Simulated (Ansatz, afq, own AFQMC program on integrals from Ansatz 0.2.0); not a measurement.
**InH2+ (singlet): AFQMC on the coupled-cluster ladder at scale of all distances = 1.112, def2-TZVP, part 1 of 2**

Aim: compute InH2+ (singlet) with auxiliary-field quantum Monte Carlo on the same integrals as coupled cluster, and set the energies side by side.

Computed with Ansatz 0.2.0, Gaussian basis, and an in-house AFQMC program (afq) on its integrals; all values are calculated. Level: def2-TZVP, frozen cores.

To be run: Full CI; PBE (unrestricted); r2SCAN (unrestricted); PBE0 (unrestricted); B3LYP (unrestricted); CCSD(T) on RHF; wB97M-V (unrestricted); B2PLYP (unrestricted); Full CI; CCSDT(Q) on RHF; Phaseless AFQMC, CISD trial on RHF; Phaseless AFQMC, single-determinant trial on RHF; Free-projection AFQMC, CISD trial on RHF; UHF.

1 further run of the same task is left out (it didn't finish).

**1. The system**

The geometry derives from a PBE0/def2-TZVP stationary point (not a proven minimum). All distances are scaled together. No spin-orbit coupling is included. Elements past krypton take def2 core potentials.

3 atoms, charge 1, spin multiplicity 1.

Atoms are counted from 1 here; the program's logs count them from 0.

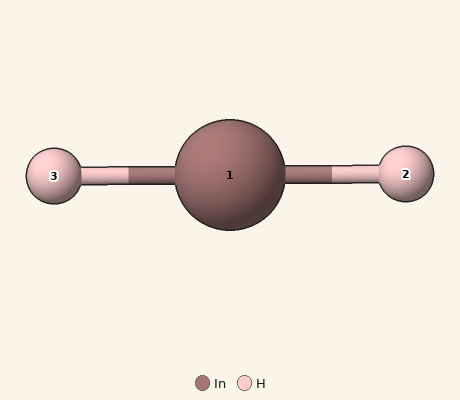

The structure; indium brown, hydrogen pink; atoms are numbered from 1 in the order of the file.

**2. Full CI**

The input, in.yaml:

```yaml
crystal:
  periodic: [false, false, false]
  atoms:
    - {symbol: In, position_ang: [0.000000, 0.000000, 0.000000]}
    - {symbol: H, position_ang: [0.000000, 0.000000, -1.851925]}
    - {symbol: H, position_ang: [0.000000, 0.000000, 1.851925]}
basis:
  gaussian: {orbitals: def2-TZVP}
total_charge: 1
correlation: {method: fci, electrons: outside_noble_gas}
```

Started as:

```console
> ansatz run in.yaml --threads 1 --pin off --events-out ev --progress --plain --max-ram 24576MiB --backend cuda --devices 0, --max-vram 18GiB
```

Output:

```text
Functional definition: HF
  name "HF"
  cite "Fock, Z. Phys. 61, 126 (1930) doi:10.1007/BF01340294"
  parent pbe
  exchange = exact_x
  correlation = 0
1022 factors; integrals over basis functions are off by at most 2.1e-7 eV
mean field evaluation 1: about -5172.1087 eV, gradient 7.3e0 eV
mean field evaluation 2: about -5172.1077 eV, gradient 7.3e0 eV
mean field evaluation 4: about -5172.4129 eV, gradient 2.6e-1 eV
mean field evaluation 8: about -5172.4134 eV, gradient 3.0e-4 eV
mean field -5172.41336121 eV, -190.0826850367 hartree, gradient 1.9e-6 eV, S^2 0.000000; 0 other end points of the search recorded, 0 dependent functions left out
9 core orbitals not correlated: weight in the atoms' cores, before any rotation towards them, 0.996 or more for the frozen orbitals, at most 0.002 for the correlated occupied ones
reference -5172.41336121 eV, -190.0826850367 hartree; 2, 2 occupied and 51, 51 virtual orbitals, 1022 factors
state -5174.40288127 eV, -190.1557985504 hartree
Total energy: -5174.40288127 eV, -190.1557985504 hartree
```

Run time: 25 s. Hardware: 1 × NVIDIA H100 80GB HBM3 with 1 thread of AMD EPYC 7R13 (Zen 3), shared host; peak host memory 1.6 GiB.

From the report: 247,528 determinants, symmetry Ag.

**3. PBE (unrestricted)**

Edit in.yaml of step 2 so:

```diff
@@ -9,2 +9,4 @@
 total_charge: 1
-correlation: {method: fci, electrons: outside_noble_gas}
+magnetization: {spin_polarized: true, initial_magnetization: 0}
+hamiltonian: {xc: {name: PBE}}
+output: {orbitals: {seedname: orbitals}}
```

Started as:

```console
> ansatz run in.yaml --threads 1 --pin off --events-out ev --progress --plain --max-ram 8192MiB --backend cpu
```

Output:

```text
Functional definition: PBE
  name "PBE"
  cite "Perdew, Burke & Ernzerhof, Phys. Rev. Lett. 77, 3865 (1996) doi:10.1103/PhysRevLett.77.3865"
  parent pbe
  parameter kappa = 0.804
  parameter beta = 0.06672455060314922
  exchange = pbe_x(kappa = kappa, mu = beta*pi^2/3)
  correlation = pbe_c(beta = beta)
476 factors; their error is unknown
mean field evaluation 1: about -5196.7688 eV, gradient 1.1e1 eV
mean field evaluation 2: about -5197.1626 eV, gradient 9.0e0 eV
mean field evaluation 4: about -5197.7824 eV, gradient 2.5e-1 eV
mean field evaluation 8: about -5197.7765 eV, gradient 4.1e-4 eV
mean field -5197.77648955 eV, -191.0147628115 hartree, gradient 3.1e-5 eV, S^2 0.000000; 0 other end points of the search recorded, 0 dependent functions left out
reference -5197.77652114 eV, -191.0147639726 hartree; 11, 11 occupied and 51, 51 virtual orbitals, 476 factors
Total energy: -5197.77652114 eV, -191.0147639726 hartree
```

Run time: 0.91 s. Hardware: 1 thread of AMD EPYC 7R13 (Zen 3), shared host; peak memory 1.6 GiB.

From the report: ⟨S²⟩ of the determinant 0.000 (pure singlet: 0.00).

**4. r2SCAN (unrestricted)**

Edit in.yaml of step 3 so:

```diff
@@ -10,3 +10,2 @@
 magnetization: {spin_polarized: true, initial_magnetization: 0}
-hamiltonian: {xc: {name: PBE}}
-output: {orbitals: {seedname: orbitals}}
+hamiltonian: {xc: {name: r2SCAN}}
```

Launched as before.

Output:

```text
Functional definition: r2SCAN
  name "r2SCAN"
  cite "Furness, Kaplan, Ning, Perdew & Sun, J. Phys. Chem. Lett. 11, 8208 (2020) doi:10.1021/acs.jpclett.0c02405"
  cite "Furness, Kaplan, Ning, Perdew & Sun, J. Phys. Chem. Lett. 11, 9248 (2020) doi:10.1021/acs.jpclett.0c03077"
  parent r2scan
  parameter k0 = 0.174
  parameter k1 = 0.065
  parameter a1 = 4.9479
  exchange = r2scan_x(k0 = k0, k1 = k1, a1 = a1)
  correlation = r2scan_c
476 factors; their error is unknown
mean field evaluation 1: about -5198.9236 eV, gradient 8.7e0 eV
mean field evaluation 2: about -5199.3096 eV, gradient 6.1e0 eV
mean field evaluation 4: about -5199.6062 eV, gradient 1.7e-1 eV
mean field evaluation 8: about -5199.6018 eV, gradient 9.8e-2 eV
mean field -5199.60180848 eV, -191.0818420451 hartree, gradient 2.4e-5 eV, S^2 0.000000; 0 other end points of the search recorded, 0 dependent functions left out
reference -5199.60181968 eV, -191.0818424564 hartree; 11, 11 occupied and 51, 51 virtual orbitals, 476 factors
Total energy: -5199.60181968 eV, -191.0818424564 hartree
```

It took 1.8 s on 1 thread of AMD EPYC 7R13 (Zen 3), shared host; peak memory 1.6 GiB.

From the report: ⟨S²⟩ of the determinant 0.000 (pure singlet: 0.00).

**5. PBE0 (unrestricted)**

Edit in.yaml of step 4 so:

```diff
@@ -10,2 +10,3 @@
 magnetization: {spin_polarized: true, initial_magnetization: 0}
-hamiltonian: {xc: {name: r2SCAN}}
+hamiltonian: {xc: {name: PBE0}}
+output: {orbitals: {seedname: orbitals}}
```

Launched as before.

Output:

```text
Functional definition: PBE0
  name "PBE0"
  cite "Adamo & Barone, J. Chem. Phys. 110, 6158 (1999) doi:10.1063/1.478522"
  cite "Perdew, Burke & Ernzerhof, Phys. Rev. Lett. 77, 3865 (1996) doi:10.1103/PhysRevLett.77.3865"
  parent pbe
  parameter a = 0.25
  parameter kappa = 0.804
  parameter beta = 0.06672455060314922
  exchange = (1 - a)*pbe_x(kappa = kappa, mu = beta*pi^2/3) + a*exact_x
  correlation = pbe_c(beta = beta)
569 factors; their error is unknown
mean field evaluation 1: about -5197.2226 eV, gradient 7.3e0 eV
mean field evaluation 2: about -5197.5819 eV, gradient 3.5e0 eV
mean field evaluation 4: about -5197.6727 eV, gradient 1.1e-1 eV
mean field evaluation 8: about -5197.7195 eV, gradient 9.6e-3 eV
mean field -5197.71947881 eV, -191.0126677054 hartree, gradient 2.9e-5 eV, S^2 0.000000; 0 other end points of the search recorded, 0 dependent functions left out
reference -5197.71950168 eV, -191.0126685459 hartree; 11, 11 occupied and 51, 51 virtual orbitals, 569 factors
Total energy: -5197.71950168 eV, -191.0126685459 hartree
```

Run time: 1.1 s. Hardware: 1 thread of AMD EPYC 7R13 (Zen 3), shared host; peak memory 1.6 GiB.

From the report: ⟨S²⟩ of the determinant 0.000 (pure singlet: 0.00).

**6. B3LYP (unrestricted)**

Edit in.yaml of step 5 so:

```diff
@@ -10,3 +10,2 @@
 magnetization: {spin_polarized: true, initial_magnetization: 0}
-hamiltonian: {xc: {name: PBE0}}
-output: {orbitals: {seedname: orbitals}}
+hamiltonian: {xc: {name: B3LYP}}
```

Same command.

Output:

```text
Functional definition: B3LYP
  name "B3LYP"
  cite "Stephens, Devlin, Chabalowski & Frisch, J. Phys. Chem. 98, 11623 (1994) doi:10.1021/j100096a001"
  cite "Becke, Phys. Rev. A 38, 3098 (1988) doi:10.1103/PhysRevA.38.3098"
  cite "Lee, Yang & Parr, Phys. Rev. B 37, 785 (1988) doi:10.1103/PhysRevB.37.785"
  cite "Vosko, Wilk & Nusair, Can. J. Phys. 58, 1200 (1980) doi:10.1139/p80-159"
  parameter a0 = 0.2
  parameter ax = 0.72
  parameter ac = 0.81
  exchange = (1 - a0 - ax)*slater_x + ax*b88_x + a0*exact_x
  correlation = (1 - ac)*vwn_rpa_c + ac*lyp_c
553 factors; their error is unknown
mean field evaluation 1: about -5199.1296 eV, gradient 8.3e0 eV
mean field evaluation 2: about -5199.5567 eV, gradient 4.7e0 eV
mean field evaluation 4: about -5199.7201 eV, gradient 1.3e-1 eV
mean field evaluation 8: about -5199.7563 eV, gradient 1.3e-1 eV
mean field -5199.75630307 eV, -191.0875196166 hartree, gradient 2.3e-5 eV, S^2 0.000000; 0 other end points of the search recorded, 0 dependent functions left out
reference -5199.75649437 eV, -191.0875266465 hartree; 11, 11 occupied and 51, 51 virtual orbitals, 553 factors
Total energy: -5199.75649437 eV, -191.0875266465 hartree
```

Wall time 1.3 s (1 thread of AMD EPYC 7R13 (Zen 3), shared host); peak memory 1.6 GiB.

From the report: ⟨S²⟩ of the determinant 0.000 (pure singlet: 0.00).

**7. CCSD(T) on RHF**

Edit in.yaml of step 6 so:

```diff
@@ -9,3 +9,3 @@
 total_charge: 1
-magnetization: {spin_polarized: true, initial_magnetization: 0}
-hamiltonian: {xc: {name: B3LYP}}
+magnetization: {spin_polarized: false}
+correlation: {method: ccsd_t, electrons: outside_noble_gas, hamiltonian_folder: ham}
```

Started as:

```console
> ansatz run in.yaml --threads 1 --pin off --events-out ev --progress --plain --max-ram 24576MiB --backend cuda --devices 0, --max-vram 18GiB
```

Output:

```text
Functional definition: HF
  name "HF"
  cite "Fock, Z. Phys. 61, 126 (1930) doi:10.1007/BF01340294"
  parent pbe
  exchange = exact_x
  correlation = 0
591 factors; integrals over basis functions are off by at most 7.4e-4 eV
mean field evaluation 1: about -5172.1085 eV, gradient 7.3e0 eV
mean field evaluation 2: about -5172.1077 eV, gradient 7.3e0 eV
mean field evaluation 4: about -5172.4129 eV, gradient 2.6e-1 eV
mean field evaluation 8: about -5172.4134 eV, gradient 3.0e-4 eV
mean field -5172.41335562 eV, -190.0826848314 hartree, gradient 2.1e-6 eV, S^2 0.000000; 0 other end points of the search recorded, 0 dependent functions left out
9 core orbitals not correlated: weight in the atoms' cores, before any rotation towards them, 0.996 or more for the frozen orbitals, at most 0.002 for the correlated occupied ones
reference -5172.41335562 eV, -190.0826848314 hartree; 2, 2 occupied and 51, 51 virtual orbitals, 591 factors
second order -1.45110232 eV of doubles, -0.00000000 eV of singles
cycle   1  -1.76046465 eV  change   -3.1e-1 eV  update   5.5e-2
cycle   2  -1.93876340 eV  change   -1.8e-1 eV  update   2.5e-2
cycle   3  -1.94805706 eV  change   -9.3e-3 eV  update   7.5e-3
cycle   4  -1.95086634 eV  change   -2.8e-3 eV  update   3.2e-3
cycle   5  -1.95156621 eV  change   -7.0e-4 eV  update   1.0e-3
cycle   6  -1.95143227 eV  change    1.3e-4 eV  update   1.8e-4
cycle   7  -1.95147720 eV  change   -4.5e-5 eV  update   3.7e-5
cycle   8  -1.95149241 eV  change   -1.5e-5 eV  update   7.6e-6
cycle   9  -1.95148757 eV  change    4.8e-6 eV  update   1.3e-6
cycle  10  -1.95148785 eV  change   -2.8e-7 eV  update   2.8e-7
perturbative correction -0.02740159 eV, -0.0010069899 hartree
Total energy: -5174.39224506 eV, -190.1554076770 hartree
```

Wall time 7 s (1 × NVIDIA H100 80GB HBM3 with 1 thread of AMD EPYC 7R13 (Zen 3), shared host); peak host memory 1.6 GiB.

From the report: correlation -1.9789 eV; T1 0.016; largest double amplitude 0.14.

This run also writes the integrals to the folder ham.

**8. wB97M-V (unrestricted)**

Edit in.yaml of step 7 so:

```diff
@@ -9,3 +9,4 @@
 total_charge: 1
-magnetization: {spin_polarized: false}
-correlation: {method: ccsd_t, electrons: outside_noble_gas, hamiltonian_folder: ham}
+magnetization: {spin_polarized: true, initial_magnetization: 0}
+hamiltonian: {xc: {name: wB97M-V}}
+output: {orbitals: {seedname: orbitals}}
```

Started as:

```console
> ansatz run in.yaml --threads 1 --pin off --events-out ev --progress --plain --max-ram 8192MiB --backend cpu
```

Output:

```text
Functional definition: wB97M-V
  name "wB97M-V"
  cite "Mardirossian & Head-Gordon, J. Chem. Phys. 144, 214110 (2016) doi:10.1063/1.4952647"
  cite "Becke, J. Chem. Phys. 107, 8554 (1997) doi:10.1063/1.475007"
  cite "Vydrov & Van Voorhis, J. Chem. Phys. 133, 244103 (2010) doi:10.1063/1.3521275"
  # Of w^i u^j: cxij and so on, Table III.
  parameter omega = 0.3/bohr
  parameter cx = 0.15
  parameter cx01 = 1.007
  parameter cx10 = 0.259
  parameter css00 = 0.443
  parameter css04 = -1.437
  parameter css10 = -4.535
  parameter css20 = -3.390
  parameter css43 = 4.278
  parameter cos00 = 1.000
  parameter cos10 = 1.358
  parameter cos20 = 2.924
  parameter cos21 = -8.812
  parameter cos60 = -1.390
  parameter cos61 = 9.142
  parameter b = 6.0
  parameter c = 0.01
  gx(w, u) = 1 - cx + cx01*u + cx10*w
  gss(w, u) = css00 + css04*u^4 + css10*w + css20*w^2 + css43*w^4*u^3
  gos(w, u) = cos00 + cos10*w + (cos20 + cos21*u)*w^2 + (cos60 + cos61*u)*w^6
  exchange = spin_sum(e_x_unif_sr(omega)*gx(b97_w, b97_u_x)) + cx*exact_x_sr(omega) + exact_x_lr(omega)
  correlation = spin_sum(e_c_pw_mod_same_spin*gss(b97_w, b97_u_same))
      + integral(e_c_pw_mod_opposite_spin*gos(b97_w_opposite, b97_u_opposite)) + vv10(b, c)
512 factors; their error is unknown
129 factors; integrals over basis functions are off by at most 7.0e-5 eV
mean field evaluation 1: about -5195.8059 eV, gradient 5.3e0 eV
mean field evaluation 2: about -5196.0347 eV, gradient 1.1e0 eV
mean field evaluation 4: about -5196.0455 eV, gradient 1.1e-1 eV
mean field evaluation 8: about -5196.0720 eV, gradient 1.0e-2 eV
mean field -5196.07202957 eV, -190.9521250626 hartree, gradient 1.5e-5 eV, S^2 0.000000; 0 other end points of the search recorded, 0 dependent functions left out
reference -5196.07206727 eV, -190.9521264480 hartree; 11, 11 occupied and 51, 51 virtual orbitals, 512 factors
Total energy: -5196.07206727 eV, -190.9521264480 hartree
```

It took 3.3 s on 1 thread of AMD EPYC 7R13 (Zen 3), shared host; peak memory 1.6 GiB.

From the report: ⟨S²⟩ of the determinant 0.000 (pure singlet: 0.00).

**9. B2PLYP (unrestricted)**

Edit in.yaml of step 8 so:

```diff
@@ -10,3 +10,3 @@
 magnetization: {spin_polarized: true, initial_magnetization: 0}
-hamiltonian: {xc: {name: wB97M-V}}
-output: {orbitals: {seedname: orbitals}}
+hamiltonian: {xc: {name: B2PLYP}}
+correlation: {electrons: outside_noble_gas}
```

Launched as before.

Output:

```text
Functional definition: B2PLYP
  name "B2PLYP"
  cite "Grimme, J. Chem. Phys. 124, 034108 (2006) doi:10.1063/1.2148954"
  cite "Becke, Phys. Rev. A 38, 3098 (1988) doi:10.1103/PhysRevA.38.3098"
  cite "Lee, Yang & Parr, Phys. Rev. B 37, 785 (1988) doi:10.1103/PhysRevB.37.785"
  parameter a = 0.53
  parameter c = 0.27
  exchange = (1 - a)*b88_x + a*exact_x
  correlation = (1 - c)*lyp_c + c*(mp2_os + mp2_ss)
591 factors; integrals over basis functions are off by at most 7.4e-4 eV
mean field evaluation 1: about -5189.2584 eV, gradient 5.6e0 eV
mean field evaluation 2: about -5189.2593 eV, gradient 5.5e0 eV
mean field evaluation 4: about -5189.5051 eV, gradient 6.4e-1 eV
mean field evaluation 8: about -5189.5064 eV, gradient 3.8e-4 eV
mean field -5189.50641286 eV, -190.7108430987 hartree, gradient 3.2e-6 eV, S^2 0.000000; 0 other end points of the search recorded, 0 dependent functions left out
9 core orbitals not correlated: weight in the atoms' cores, before any rotation towards them, 0.995 or more for the frozen orbitals, at most 0.002 for the correlated occupied ones
reference -5189.50653264 eV, -190.7108475008 hartree; 2, 2 occupied and 51, 51 virtual orbitals, 591 factors
second order -1.90850707 eV of doubles, -0.00000000 eV of singles
Total energy: -5190.02182955 eV, -190.7297843129 hartree
```

Run time: 1.5 s. Hardware: 1 thread of AMD EPYC 7R13 (Zen 3), shared host; peak memory 1.6 GiB.

From the report: ⟨S²⟩ of the determinant 0.000 (pure singlet: 0.00).

**10. Full CI**

The input, in.yaml:

```yaml
hamiltonian:
  integrals:
    folder: ../ham
correlation: {method: fci}
```

Started as:

```console
> ansatz run in.yaml --threads 1 --pin off --events-out ev --progress --plain --max-ram 24576MiB --backend cuda --devices 0, --max-vram 18GiB
```

Output:

```text
Functional definition: HF
  name "HF"
  cite "Fock, Z. Phys. 61, 126 (1930) doi:10.1007/BF01340294"
  parent pbe
  exchange = exact_x
  correlation = 0
reference -5172.41335562 eV, -190.0826848314 hartree; 2, 2 occupied and 51, 51 virtual orbitals, 591 factors
state -5174.40287839 eV, -190.1557984446 hartree
Total energy: -5174.40287839 eV, -190.1557984446 hartree
```

Wall time 22 s (1 × NVIDIA H100 80GB HBM3 with 1 thread of AMD EPYC 7R13 (Zen 3), shared host); peak host memory 1.6 GiB.

From the report: 247,528 determinants.

**11. CCSDT(Q) on RHF**

The input, in.yaml:

```yaml
crystal:
  periodic: [false, false, false]
  atoms:
    - {symbol: In, position_ang: [0.000000, 0.000000, 0.000000]}
    - {symbol: H, position_ang: [0.000000, 0.000000, -1.851925]}
    - {symbol: H, position_ang: [0.000000, 0.000000, 1.851925]}
basis:
  gaussian: {orbitals: def2-TZVP}
total_charge: 1
magnetization: {spin_polarized: false}
correlation: {method: ccsdt_q, electrons: outside_noble_gas}
```

Launched as before.

Output:

```text
Functional definition: HF
  name "HF"
  cite "Fock, Z. Phys. 61, 126 (1930) doi:10.1007/BF01340294"
  parent pbe
  exchange = exact_x
  correlation = 0
1022 factors; integrals over basis functions are off by at most 2.1e-7 eV
mean field evaluation 1: about -5172.1087 eV, gradient 7.3e0 eV
mean field evaluation 2: about -5172.1077 eV, gradient 7.3e0 eV
mean field evaluation 4: about -5172.4129 eV, gradient 2.6e-1 eV
mean field evaluation 8: about -5172.4134 eV, gradient 3.0e-4 eV
mean field -5172.41336121 eV, -190.0826850367 hartree, gradient 1.9e-6 eV, S^2 0.000000; 0 other end points of the search recorded, 0 dependent functions left out
9 core orbitals not correlated: weight in the atoms' cores, before any rotation towards them, 0.996 or more for the frozen orbitals, at most 0.002 for the correlated occupied ones
reference -5172.41336121 eV, -190.0826850367 hartree; 2, 2 occupied and 51, 51 virtual orbitals, 1022 factors
second order -1.45111425 eV of doubles, -0.00000000 eV of singles
cycle   1  -1.76046276 eV  change   -3.1e-1 eV  update   5.6e-2
cycle   2  -1.96679942 eV  change   -2.1e-1 eV  update   2.8e-2
cycle   3  -1.98005617 eV  change   -1.3e-2 eV  update   9.4e-3
cycle   4  -1.98757329 eV  change   -7.5e-3 eV  update   4.7e-3
cycle   5  -1.98890767 eV  change   -1.3e-3 eV  update   1.4e-3
cycle   6  -1.98843410 eV  change    4.7e-4 eV  update   3.5e-4
cycle   7  -1.98845892 eV  change   -2.5e-5 eV  update   8.9e-5
cycle   8  -1.98850936 eV  change   -5.0e-5 eV  update   2.1e-5
cycle   9  -1.98850009 eV  change    9.3e-6 eV  update   6.2e-6
cycle  10  -1.98849720 eV  change    2.9e-6 eV  update   1.8e-6
cycle  11  -1.98849701 eV  change    1.9e-7 eV  update   4.8e-7
perturbative correction -0.00073814 eV, -0.0000271261 hartree
Total energy: -5174.40259636 eV, -190.1557880802 hartree
```

Run time: 9.5 s. Hardware: 1 × NVIDIA H100 80GB HBM3 with 1 thread of AMD EPYC 7R13 (Zen 3), shared host; peak host memory 1.6 GiB.

From the report: correlation -1.9892 eV; T1 0.017; largest double amplitude 0.14.

(Continued in part 2 of 2.)
